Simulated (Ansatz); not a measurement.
# Molecular dynamics of Si₂H₅Cl (part 1 of 2)

The run: molecular dynamics of Si₂H₅Cl. Method and program: RKS B3LYP-D4/6-31G* (Ansatz 0.2.0).

It belongs to a series of runs on one base structure; here: dynamics from the last frame of an earlier run. Figures and captions count atoms from 1; the log counts them from 0 in places.

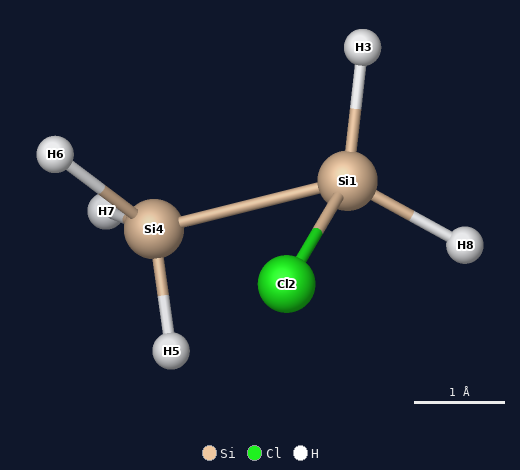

Figure 1. The input geometry (ball-and-stick view, seen at a tilt; atoms are numbered from 1 in the order of the input). Bond lengths as drawn: Cl–Si 2.11 Å, H–Si 1.38 to 1.63 Å and Si–Si 2.38 Å.

## Summary

- outcome: finished
- mean temperature over the second half: 486 K
- trajectory: 166 steps, 83 fs
- ensemble: nvt_langevin
- temperature in the input: 300.0 K
- time step: 0.5 fs
- potential energy (last step): −28360.6794 eV
- mean-field energy (last step): −28360.3965 eV
- largest force (length of the vector) (last step): 1.406 eV/Å
- hardware: 1 thread of Arm Neoverse V1, 24 GiB of memory available, shared host
- wall time: 8.7 min
- peak memory: 0.13 GiB

So short a trajectory is not equilibrated. The logged temperature at the start can lie below the typed one, since it is counted over all degrees of freedom. The temperature stays far from the 300 K of the thermostat over the second half: the run isn't equilibrated.

## Input file
```yaml
crystal:
  periodic: [false, false, false]
  atoms:
    - { symbol: Si, position_ang: [0.249294, -0.205405, -0.114323] }
    - { symbol: Cl, position_ang: [-0.545838, -0.056138, 1.831857] }
    - { symbol: H, position_ang: [1.700946, 0.094737, -0.380033] }
    - { symbol: Si, position_ang: [-1.085618, 1.738839, -0.40983] }
    - { symbol: H, position_ang: [-2.265401, 1.12334, -0.052071] }
    - { symbol: H, position_ang: [-0.389236, 2.977438, 0.390335] }
    - { symbol: H, position_ang: [-1.430242, 2.418884, -1.662586] }
    - { symbol: H, position_ang: [-0.120823, -1.650756, -0.420134] }
basis:
  gaussian: { orbitals: "6-31G*" }
hamiltonian:
  xc: b3lyp
  dispersion: d4
md:
  timestep: 0.5
  n_steps: 166
  ensemble: nvt_langevin
  temperature: 300.0
  initial_velocities: maxwell_boltzmann
  seed: 879280
  friction: 0.01
```

Command:
```bash
ansatz run input.yaml --threads 1 --pin off --max-ram 2048MiB --backend cpu --events-out ev --progress --plain --runs-dir out
```

## The program's output
```
Engine: ansatz 0.2.0, aarch64-unknown-linux-gnu
Functional definition: B3LYP
  parameter a0 = 0.2
  parameter ax = 0.72
  parameter ac = 0.81
  exchange = (1 - a0 - ax)*slater_x + ax*b88_x + a0*exact_x
  correlation = (1 - ac)*vwn_rpa_c + ac*lyp_c
708 factors; integrals over basis functions are off by at most 7.3e-4 eV
mean field evaluation 1: about -28358.7617 eV, gradient 1.2e1 eV
mean field evaluation 2: about -28359.0140 eV, gradient 1.0e1 eV
mean field evaluation 4: about -28359.3228 eV, gradient 4.7e-1 eV
mean field evaluation 8: about -28359.3362 eV, gradient 1.8e-2 eV
mean field -28359.33624044 eV, -1042.1863841875 hartree, gradient 2.4e-5 eV, S^2 0.000000; 0 other end points of the search recorded, 0 dependent functions left out
the calculation of the forces begins
reference -28359.33649055 eV, -1042.1863933792 hartree; 25, 25 occupied and 42, 42 virtual orbitals, 708 factors
md step     0: t =     0.00 fs  T =   262.5 K  F+E_penalty+E_count = -28359.64252664 eV  E_kin = 0.271446 eV  (23 SCF iters)
these checks for a lower state are left out or cut short: starts, cluster_reference, orbital_swaps, neighbouring_geometries, increment
708 factors; integrals over basis functions are off by at most 7.5e-4 eV
mean field evaluation 16: about -28359.3647 eV, gradient 5.5e-1 eV
mean field -28359.37878063 eV, -1042.1879475107 hartree, gradient 2.6e-5 eV, S^2 0.000000; 0 other end points of the search recorded, 0 dependent functions left out
the calculation of the forces begins
reference -28359.37903064 eV, -1042.1879566985 hartree; 25, 25 occupied and 42, 42 virtual orbitals, 708 factors
md step     1: t =     0.50 fs  T =   293.3 K  F+E_penalty+E_count = -28359.68509513 eV  E_kin = 0.303274 eV  (26 SCF iters, 3 dispersion substeps)
[... from here on the SCF iterations and repeated set-up lines of each step are left out, up to the last step ...]
md step     2: t =     1.00 fs  T =   335.9 K  F+E_penalty+E_count = -28359.74019928 eV  E_kin = 0.347318 eV  (26 SCF iters, 3 dispersion substeps)
md step     3: t =     1.50 fs  T =   400.6 K  F+E_penalty+E_count = -28359.79603108 eV  E_kin = 0.414299 eV  (27 SCF iters, 3 dispersion substeps)
md step     4: t =     2.00 fs  T =   436.8 K  F+E_penalty+E_count = -28359.84705263 eV  E_kin = 0.451689 eV  (26 SCF iters, 3 dispersion substeps)
md step     5: t =     2.50 fs  T =   434.3 K  F+E_penalty+E_count = -28359.88833061 eV  E_kin = 0.449142 eV  (26 SCF iters, 3 dispersion substeps)
md step     6: t =     3.00 fs  T =   454.0 K  F+E_penalty+E_count = -28359.92094202 eV  E_kin = 0.469423 eV  (26 SCF iters, 3 dispersion substeps)
md step     7: t =     3.50 fs  T =   485.8 K  F+E_penalty+E_count = -28359.94493305 eV  E_kin = 0.502337 eV  (26 SCF iters, 3 dispersion substeps)
md step     8: t =     4.00 fs  T =   497.1 K  F+E_penalty+E_count = -28359.95923731 eV  E_kin = 0.514067 eV  (26 SCF iters, 3 dispersion substeps)
md step     9: t =     4.50 fs  T =   511.6 K  F+E_penalty+E_count = -28359.96525367 eV  E_kin = 0.529086 eV  (26 SCF iters, 3 dispersion substeps)
md step    10: t =     5.00 fs  T =   499.6 K  F+E_penalty+E_count = -28359.96575177 eV  E_kin = 0.516603 eV  (26 SCF iters, 3 dispersion substeps)
md step    11: t =     5.50 fs  T =   484.1 K  F+E_penalty+E_count = -28359.96544827 eV  E_kin = 0.500633 eV  (26 SCF iters, 3 dispersion substeps)
md step    12: t =     6.00 fs  T =   482.2 K  F+E_penalty+E_count = -28359.97018940 eV  E_kin = 0.498660 eV  (26 SCF iters, 3 dispersion substeps)
md step    13: t =     6.50 fs  T =   485.3 K  F+E_penalty+E_count = -28359.98436376 eV  E_kin = 0.501798 eV  (21 SCF iters, 3 dispersion substeps)
md step    14: t =     7.00 fs  T =   502.2 K  F+E_penalty+E_count = -28360.00871998 eV  E_kin = 0.519320 eV  (26 SCF iters, 3 dispersion substeps)
md step    15: t =     7.50 fs  T =   508.8 K  F+E_penalty+E_count = -28360.04134526 eV  E_kin = 0.526145 eV  (25 SCF iters, 3 dispersion substeps)
md step    16: t =     8.00 fs  T =   519.6 K  F+E_penalty+E_count = -28360.07872326 eV  E_kin = 0.537356 eV  (25 SCF iters, 3 dispersion substeps)
md step    17: t =     8.50 fs  T =   555.9 K  F+E_penalty+E_count = -28360.11542079 eV  E_kin = 0.574842 eV  (25 SCF iters, 3 dispersion substeps)
md step    18: t =     9.00 fs  T =   597.7 K  F+E_penalty+E_count = -28360.14375505 eV  E_kin = 0.618095 eV  (24 SCF iters, 3 dispersion substeps)
md step    19: t =     9.50 fs  T =   630.6 K  F+E_penalty+E_count = -28360.15805622 eV  E_kin = 0.652093 eV  (25 SCF iters, 3 dispersion substeps)
md step    20: t =    10.00 fs  T =   643.4 K  F+E_penalty+E_count = -28360.15785123 eV  E_kin = 0.665350 eV  (25 SCF iters, 3 dispersion substeps)
md step    21: t =    10.50 fs  T =   625.9 K  F+E_penalty+E_count = -28360.14559754 eV  E_kin = 0.647214 eV  (25 SCF iters, 3 dispersion substeps)
md step    22: t =    11.00 fs  T =   629.8 K  F+E_penalty+E_count = -28360.12392482 eV  E_kin = 0.651224 eV  (25 SCF iters, 3 dispersion substeps)
md step    23: t =    11.50 fs  T =   590.0 K  F+E_penalty+E_count = -28360.09533076 eV  E_kin = 0.610142 eV  (24 SCF iters, 3 dispersion substeps)
md step    24: t =    12.00 fs  T =   544.3 K  F+E_penalty+E_count = -28360.06395903 eV  E_kin = 0.562878 eV  (25 SCF iters, 3 dispersion substeps)
md step    25: t =    12.50 fs  T =   517.9 K  F+E_penalty+E_count = -28360.03668741 eV  E_kin = 0.535519 eV  (25 SCF iters, 3 dispersion substeps)
md step    26: t =    13.00 fs  T =   509.4 K  F+E_penalty+E_count = -28360.01539576 eV  E_kin = 0.526791 eV  (25 SCF iters, 3 dispersion substeps)
md step    27: t =    13.50 fs  T =   492.0 K  F+E_penalty+E_count = -28359.99883067 eV  E_kin = 0.508749 eV  (27 SCF iters, 3 dispersion substeps)
md step    28: t =    14.00 fs  T =   499.6 K  F+E_penalty+E_count = -28359.98939901 eV  E_kin = 0.516670 eV  (27 SCF iters, 3 dispersion substeps)
md step    29: t =    14.50 fs  T =   471.8 K  F+E_penalty+E_count = -28359.98651451 eV  E_kin = 0.487875 eV  (27 SCF iters, 3 dispersion substeps)
md step    30: t =    15.00 fs  T =   460.4 K  F+E_penalty+E_count = -28359.98593425 eV  E_kin = 0.476051 eV  (26 SCF iters, 3 dispersion substeps)
md step    31: t =    15.50 fs  T =   445.2 K  F+E_penalty+E_count = -28359.98570370 eV  E_kin = 0.460349 eV  (26 SCF iters, 3 dispersion substeps)
md step    32: t =    16.00 fs  T =   455.5 K  F+E_penalty+E_count = -28359.98734821 eV  E_kin = 0.471051 eV  (27 SCF iters, 3 dispersion substeps)
md step    33: t =    16.50 fs  T =   463.1 K  F+E_penalty+E_count = -28359.99078677 eV  E_kin = 0.478890 eV  (26 SCF iters, 3 dispersion substeps)
md step    34: t =    17.00 fs  T =   452.0 K  F+E_penalty+E_count = -28359.99452260 eV  E_kin = 0.467451 eV  (26 SCF iters, 3 dispersion substeps)
md step    35: t =    17.50 fs  T =   435.5 K  F+E_penalty+E_count = -28359.99870202 eV  E_kin = 0.450388 eV  (26 SCF iters, 3 dispersion substeps)
md step    36: t =    18.00 fs  T =   421.2 K  F+E_penalty+E_count = -28360.00066076 eV  E_kin = 0.435558 eV  (26 SCF iters, 3 dispersion substeps)
md step    37: t =    18.50 fs  T =   405.9 K  F+E_penalty+E_count = -28359.99959701 eV  E_kin = 0.419751 eV  (25 SCF iters, 3 dispersion substeps)
md step    38: t =    19.00 fs  T =   395.8 K  F+E_penalty+E_count = -28359.99576770 eV  E_kin = 0.409246 eV  (25 SCF iters, 3 dispersion substeps)
md step    39: t =    19.50 fs  T =   377.7 K  F+E_penalty+E_count = -28359.99010211 eV  E_kin = 0.390550 eV  (25 SCF iters, 3 dispersion substeps)
md step    40: t =    20.00 fs  T =   383.9 K  F+E_penalty+E_count = -28359.98500436 eV  E_kin = 0.396954 eV  (25 SCF iters, 3 dispersion substeps)
md step    41: t =    20.50 fs  T =   358.0 K  F+E_penalty+E_count = -28359.98193898 eV  E_kin = 0.370199 eV  (25 SCF iters, 3 dispersion substeps)
md step    42: t =    21.00 fs  T =   375.1 K  F+E_penalty+E_count = -28359.98320867 eV  E_kin = 0.387875 eV  (25 SCF iters, 3 dispersion substeps)
md step    43: t =    21.50 fs  T =   384.9 K  F+E_penalty+E_count = -28359.99208080 eV  E_kin = 0.397991 eV  (25 SCF iters, 3 dispersion substeps)
md step    44: t =    22.00 fs  T =   387.4 K  F+E_penalty+E_count = -28360.01243830 eV  E_kin = 0.400644 eV  (25 SCF iters, 3 dispersion substeps)
md step    45: t =    22.50 fs  T =   406.7 K  F+E_penalty+E_count = -28360.04167653 eV  E_kin = 0.420539 eV  (25 SCF iters, 3 dispersion substeps)
md step    46: t =    23.00 fs  T =   444.0 K  F+E_penalty+E_count = -28360.07572161 eV  E_kin = 0.459165 eV  (25 SCF iters, 3 dispersion substeps)
md step    47: t =    23.50 fs  T =   465.3 K  F+E_penalty+E_count = -28360.10577337 eV  E_kin = 0.481207 eV  (25 SCF iters, 3 dispersion substeps)
md step    48: t =    24.00 fs  T =   493.3 K  F+E_penalty+E_count = -28360.12828490 eV  E_kin = 0.510079 eV  (25 SCF iters, 3 dispersion substeps)
md step    49: t =    24.50 fs  T =   504.5 K  F+E_penalty+E_count = -28360.14301898 eV  E_kin = 0.521653 eV  (25 SCF iters, 3 dispersion substeps)
md step    50: t =    25.00 fs  T =   477.8 K  F+E_penalty+E_count = -28360.15178011 eV  E_kin = 0.494105 eV  (25 SCF iters, 3 dispersion substeps)
md step    51: t =    25.50 fs  T =   487.8 K  F+E_penalty+E_count = -28360.16028678 eV  E_kin = 0.504404 eV  (25 SCF iters, 3 dispersion substeps)
md step    52: t =    26.00 fs  T =   480.9 K  F+E_penalty+E_count = -28360.16795524 eV  E_kin = 0.497314 eV  (25 SCF iters, 3 dispersion substeps)
md step    53: t =    26.50 fs  T =   492.9 K  F+E_penalty+E_count = -28360.17553637 eV  E_kin = 0.509682 eV  (25 SCF iters, 3 dispersion substeps)
md step    54: t =    27.00 fs  T =   494.6 K  F+E_penalty+E_count = -28360.18487904 eV  E_kin = 0.511469 eV  (25 SCF iters, 3 dispersion substeps)
md step    55: t =    27.50 fs  T =   495.1 K  F+E_penalty+E_count = -28360.19504555 eV  E_kin = 0.512010 eV  (25 SCF iters, 3 dispersion substeps)
md step    56: t =    28.00 fs  T =   479.0 K  F+E_penalty+E_count = -28360.20154746 eV  E_kin = 0.495347 eV  (25 SCF iters, 3 dispersion substeps)
md step    57: t =    28.50 fs  T =   477.5 K  F+E_penalty+E_count = -28360.20280358 eV  E_kin = 0.493742 eV  (24 SCF iters, 3 dispersion substeps)
md step    58: t =    29.00 fs  T =   499.0 K  F+E_penalty+E_count = -28360.20242072 eV  E_kin = 0.516018 eV  (26 SCF iters, 3 dispersion substeps)
md step    59: t =    29.50 fs  T =   496.9 K  F+E_penalty+E_count = -28360.20372378 eV  E_kin = 0.513855 eV  (25 SCF iters, 3 dispersion substeps)
md step    60: t =    30.00 fs  T =   496.9 K  F+E_penalty+E_count = -28360.20717827 eV  E_kin = 0.513786 eV  (25 SCF iters, 3 dispersion substeps)
md step    61: t =    30.50 fs  T =   503.4 K  F+E_penalty+E_count = -28360.21204203 eV  E_kin = 0.520531 eV  (27 SCF iters, 3 dispersion substeps)
md step    62: t =    31.00 fs  T =   551.8 K  F+E_penalty+E_count = -28360.21927112 eV  E_kin = 0.570639 eV  (26 SCF iters, 3 dispersion substeps)
md step    63: t =    31.50 fs  T =   527.0 K  F+E_penalty+E_count = -28360.22789569 eV  E_kin = 0.544986 eV  (26 SCF iters, 3 dispersion substeps)
md step    64: t =    32.00 fs  T =   537.9 K  F+E_penalty+E_count = -28360.23657692 eV  E_kin = 0.556201 eV  (27 SCF iters, 3 dispersion substeps)
md step    65: t =    32.50 fs  T =   516.5 K  F+E_penalty+E_count = -28360.24467458 eV  E_kin = 0.534078 eV  (26 SCF iters, 3 dispersion substeps)
md step    66: t =    33.00 fs  T =   520.2 K  F+E_penalty+E_count = -28360.25449981 eV  E_kin = 0.537921 eV  (26 SCF iters, 3 dispersion substeps)
md step    67: t =    33.50 fs  T =   504.7 K  F+E_penalty+E_count = -28360.26613196 eV  E_kin = 0.521924 eV  (26 SCF iters, 3 dispersion substeps)
md step    68: t =    34.00 fs  T =   519.3 K  F+E_penalty+E_count = -28360.27736935 eV  E_kin = 0.536988 eV  (27 SCF iters, 3 dispersion substeps)
md step    69: t =    34.50 fs  T =   542.2 K  F+E_penalty+E_count = -28360.28777693 eV  E_kin = 0.560647 eV  (26 SCF iters, 3 dispersion substeps)
md step    70: t =    35.00 fs  T =   547.3 K  F+E_penalty+E_count = -28360.29797004 eV  E_kin = 0.565934 eV  (25 SCF iters, 3 dispersion substeps)
md step    71: t =    35.50 fs  T =   577.2 K  F+E_penalty+E_count = -28360.30912660 eV  E_kin = 0.596847 eV  (21 SCF iters, 3 dispersion substeps)
md step    72: t =    36.00 fs  T =   571.3 K  F+E_penalty+E_count = -28360.32022610 eV  E_kin = 0.590801 eV  (21 SCF iters, 3 dispersion substeps)
md step    73: t =    36.50 fs  T =   554.8 K  F+E_penalty+E_count = -28360.33142320 eV  E_kin = 0.573741 eV  (21 SCF iters, 3 dispersion substeps)
md step    74: t =    37.00 fs  T =   578.9 K  F+E_penalty+E_count = -28360.34322953 eV  E_kin = 0.598622 eV  (21 SCF iters, 3 dispersion substeps)
md step    75: t =    37.50 fs  T =   571.1 K  F+E_penalty+E_count = -28360.35452971 eV  E_kin = 0.590578 eV  (21 SCF iters, 3 dispersion substeps)
md step    76: t =    38.00 fs  T =   584.9 K  F+E_penalty+E_count = -28360.36645002 eV  E_kin = 0.604808 eV  (25 SCF iters, 3 dispersion substeps)
md step    77: t =    38.50 fs  T =   599.2 K  F+E_penalty+E_count = -28360.37774198 eV  E_kin = 0.619596 eV  (24 SCF iters, 3 dispersion substeps)
md step    78: t =    39.00 fs  T =   609.6 K  F+E_penalty+E_count = -28360.38577175 eV  E_kin = 0.630407 eV  (26 SCF iters, 3 dispersion substeps)
md step    79: t =    39.50 fs  T =   596.6 K  F+E_penalty+E_count = -28360.39048595 eV  E_kin = 0.616950 eV  (25 SCF iters, 3 dispersion substeps)
md step    80: t =    40.00 fs  T =   579.4 K  F+E_penalty+E_count = -28360.39255078 eV  E_kin = 0.599160 eV  (25 SCF iters, 3 dispersion substeps)
md step    81: t =    40.50 fs  T =   572.2 K  F+E_penalty+E_count = -28360.39379485 eV  E_kin = 0.591684 eV  (25 SCF iters, 3 dispersion substeps)
md step    82: t =    41.00 fs  T =   558.7 K  F+E_penalty+E_count = -28360.39539835 eV  E_kin = 0.577707 eV  (25 SCF iters, 3 dispersion substeps)
md step    83: t =    41.50 fs  T =   538.6 K  F+E_penalty+E_count = -28360.39742426 eV  E_kin = 0.556963 eV  (25 SCF iters, 3 dispersion substeps)
md step    84: t =    42.00 fs  T =   553.2 K  F+E_penalty+E_count = -28360.40220416 eV  E_kin = 0.572003 eV  (25 SCF iters, 3 dispersion substeps)
md step    85: t =    42.50 fs  T =   535.9 K  F+E_penalty+E_count = -28360.40851732 eV  E_kin = 0.554174 eV  (25 SCF iters, 3 dispersion substeps)
md step    86: t =    43.00 fs  T =   533.4 K  F+E_penalty+E_count = -28360.41447704 eV  E_kin = 0.551564 eV  (21 SCF iters, 3 dispersion substeps)
md step    87: t =    43.50 fs  T =   563.4 K  F+E_penalty+E_count = -28360.42259845 eV  E_kin = 0.582589 eV  (21 SCF iters, 3 dispersion substeps)
md step    88: t =    44.00 fs  T =   567.4 K  F+E_penalty+E_count = -28360.43297327 eV  E_kin = 0.586750 eV  (21 SCF iters, 3 dispersion substeps)
md step    89: t =    44.50 fs  T =   565.4 K  F+E_penalty+E_count = -28360.44243318 eV  E_kin = 0.584688 eV  (21 SCF iters, 3 dispersion substeps)
md step    90: t =    45.00 fs  T =   567.2 K  F+E_penalty+E_count = -28360.44927162 eV  E_kin = 0.586572 eV  (21 SCF iters, 3 dispersion substeps)
md step    91: t =    45.50 fs  T =   561.2 K  F+E_penalty+E_count = -28360.45367060 eV  E_kin = 0.580310 eV  (21 SCF iters, 3 dispersion substeps)
md step    92: t =    46.00 fs  T =   557.1 K  F+E_penalty+E_count = -28360.45720337 eV  E_kin = 0.576073 eV  (21 SCF iters, 3 dispersion substeps)
md step    93: t =    46.50 fs  T =   560.0 K  F+E_penalty+E_count = -28360.45995580 eV  E_kin = 0.579079 eV  (21 SCF iters, 3 dispersion substeps)
md step    94: t =    47.00 fs  T =   529.7 K  F+E_penalty+E_count = -28360.46182541 eV  E_kin = 0.547752 eV  (21 SCF iters, 3 dispersion substeps)
md step    95: t =    47.50 fs  T =   562.1 K  F+E_penalty+E_count = -28360.46188191 eV  E_kin = 0.581283 eV  (21 SCF iters, 3 dispersion substeps)
md step    96: t =    48.00 fs  T =   548.5 K  F+E_penalty+E_count = -28360.45878187 eV  E_kin = 0.567141 eV  (21 SCF iters, 3 dispersion substeps)
md step    97: t =    48.50 fs  T =   523.7 K  F+E_penalty+E_count = -28360.45376531 eV  E_kin = 0.541532 eV  (21 SCF iters, 3 dispersion substeps)
md step    98: t =    49.00 fs  T =   495.4 K  F+E_penalty+E_count = -28360.44947879 eV  E_kin = 0.512299 eV  (21 SCF iters, 3 dispersion substeps)
md step    99: t =    49.50 fs  T =   487.9 K  F+E_penalty+E_count = -28360.44679875 eV  E_kin = 0.504567 eV  (25 SCF iters, 3 dispersion substeps)
md step   100: t =    50.00 fs  T =   469.3 K  F+E_penalty+E_count = -28360.44604632 eV  E_kin = 0.485328 eV  (21 SCF iters, 3 dispersion substeps)
md step   101: t =    50.50 fs  T =   499.2 K  F+E_penalty+E_count = -28360.45132642 eV  E_kin = 0.516262 eV  (21 SCF iters, 3 dispersion substeps)
md step   102: t =    51.00 fs  T =   517.3 K  F+E_penalty+E_count = -28360.46240917 eV  E_kin = 0.534908 eV  (21 SCF iters, 3 dispersion substeps)
md step   103: t =    51.50 fs  T =   528.5 K  F+E_penalty+E_count = -28360.47607704 eV  E_kin = 0.546491 eV  (21 SCF iters, 3 dispersion substeps)
md step   104: t =    52.00 fs  T =   520.3 K  F+E_penalty+E_count = -28360.49051676 eV  E_kin = 0.537985 eV  (22 SCF iters, 3 dispersion substeps)
md step   105: t =    52.50 fs  T =   532.9 K  F+E_penalty+E_count = -28360.50301986 eV  E_kin = 0.551022 eV  (21 SCF iters, 3 dispersion substeps)
md step   106: t =    53.00 fs  T =   566.8 K  F+E_penalty+E_count = -28360.51139555 eV  E_kin = 0.586156 eV  (21 SCF iters, 3 dispersion substeps)
md step   107: t =    53.50 fs  T =   565.8 K  F+E_penalty+E_count = -28360.51530522 eV  E_kin = 0.585041 eV  (21 SCF iters, 3 dispersion substeps)
md step   108: t =    54.00 fs  T =   565.9 K  F+E_penalty+E_count = -28360.51561143 eV  E_kin = 0.585149 eV  (25 SCF iters, 3 dispersion substeps)
md step   109: t =    54.50 fs  T =   555.6 K  F+E_penalty+E_count = -28360.51246649 eV  E_kin = 0.574548 eV  (21 SCF iters, 3 dispersion substeps)
md step   110: t =    55.00 fs  T =   574.4 K  F+E_penalty+E_count = -28360.50773060 eV  E_kin = 0.593966 eV  (21 SCF iters, 3 dispersion substeps)
md step   111: t =    55.50 fs  T =   591.2 K  F+E_penalty+E_count = -28360.50496904 eV  E_kin = 0.611379 eV  (21 SCF iters, 3 dispersion substeps)
md step   112: t =    56.00 fs  T =   574.4 K  F+E_penalty+E_count = -28360.50809250 eV  E_kin = 0.593991 eV  (21 SCF iters, 3 dispersion substeps)
md step   113: t =    56.50 fs  T =   573.5 K  F+E_penalty+E_count = -28360.51730666 eV  E_kin = 0.593030 eV  (21 SCF iters, 3 dispersion substeps)
md step   114: t =    57.00 fs  T =   558.0 K  F+E_penalty+E_count = -28360.53031611 eV  E_kin = 0.577014 eV  (21 SCF iters, 3 dispersion substeps)
md step   115: t =    57.50 fs  T =   546.2 K  F+E_penalty+E_count = -28360.54329309 eV  E_kin = 0.564814 eV  (21 SCF iters, 3 dispersion substeps)
md step   116: t =    58.00 fs  T =   534.2 K  F+E_penalty+E_count = -28360.55409621 eV  E_kin = 0.552386 eV  (21 SCF iters, 3 dispersion substeps)
md step   117: t =    58.50 fs  T =   545.3 K  F+E_penalty+E_count = -28360.56435259 eV  E_kin = 0.563898 eV  (21 SCF iters, 3 dispersion substeps)
md step   118: t =    59.00 fs  T =   549.9 K  F+E_penalty+E_count = -28360.57482736 eV  E_kin = 0.568679 eV  (21 SCF iters, 3 dispersion substeps)
```
